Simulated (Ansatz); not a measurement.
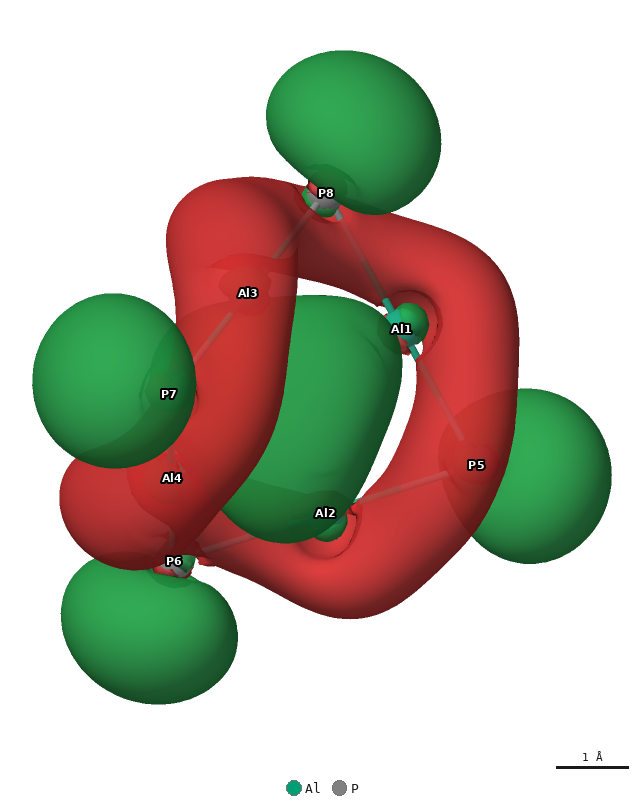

Al4P4. The LUMO at ±0.05 Å⁻³ᐟ² (green and red are the two phases), seen at a tilt.

Geometry: PBE-D4/def2-SVP.

Method: Ansatz, RKS PBE0-D4/def2-TZVP.

```xyz
8

Al   -1.0252    1.4771   -0.9005
Al   -1.4614   -0.1799    1.3688
Al    1.4612    0.1797   -1.3686
Al    1.0249   -1.4773    0.9002
P    -2.9229    0.6598   -0.0806
P    -0.0002   -1.0190    2.8187
P     2.0508   -1.9347   -1.0180
P     0.8728    2.2944   -1.7199
```

### Where does this orbital lie, and at what energy?

It lies mainly on P5 (about 15 %), P6 (about 15 %), P7 (about 15 %), P8 (about 15 %), Al1 (about 10 %), Al2 (about 10 %), Al3 (about 10 %) and Al4 (about 10 %). Its energy is −3.50 eV.
